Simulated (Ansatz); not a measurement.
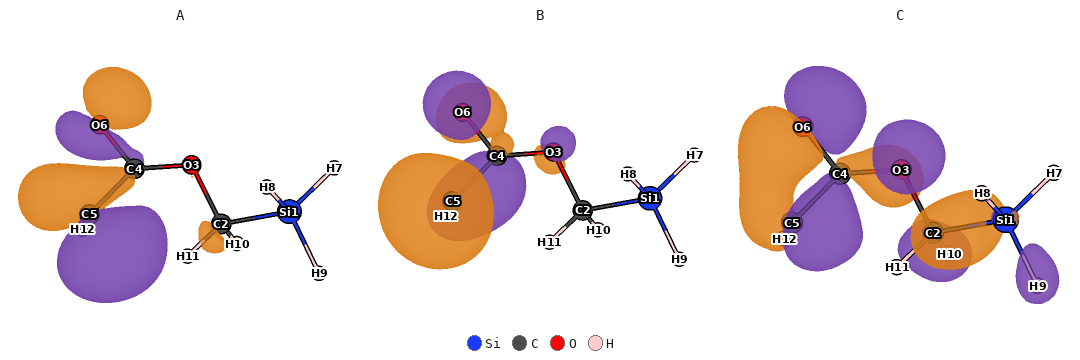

The picture shows: C3H6O2Si. Three frontier orbitals at ±0.1 Å⁻³ᐟ² (orange and purple are the two phases), in no order.

Geometry: PBE0-D4/def2-TZVP.

All numbers below come from Ansatz, RKS PBE0-D4/def2-TZVPP.

```yaml
atoms:
  - { symbol: Si, position_ang: [-1.8126, -0.1255, 1.1404] }
  - { symbol: C, position_ang: [-0.1794, -0.4542, 0.2408] }
  - { symbol: O, position_ang: [0.5345, 0.7918, 0.1023] }
  - { symbol: C, position_ang: [1.4373, 0.7966, -0.8398] }
  - { symbol: C, position_ang: [1.8045, -0.0177, -1.8999] }
  - { symbol: O, position_ang: [2.1654, 1.7463, -1.1488] }
  - { symbol: H, position_ang: [-1.5375, 0.4541, 2.4773] }
  - { symbol: H, position_ang: [-2.6448, 0.8019, 0.3372] }
  - { symbol: H, position_ang: [-2.4938, -1.4375, 1.2836] }
  - { symbol: H, position_ang: [0.4402, -1.1606, 0.8015] }
  - { symbol: H, position_ang: [-0.3654, -0.8784, -0.7522] }
  - { symbol: H, position_ang: [2.7284, -0.5720, -1.7085] }
```

Order the three orbitals by energy and name them.

C is the HOMO−1 (−9.17 eV). By Hirshfeld shares it lies mainly on O6 (about 40 %), O3 (about 15 %), C5 (about 15 %), C4 (about 10 %) and C2 (about 10 %). B is the HOMO (−7.03 eV). It lies mainly on C5 (about 65 %), O6 (about 20 %) and C4 (about 10 %). A is the LUMO (−2.26 eV). By Hirshfeld shares it lies mainly on C5 (about 60 %), O6 (about 20 %), C4 (about 10 %) and H12 (about 5 %).

What is the HOMO–LUMO gap?

4.77 eV between the orbital energies.
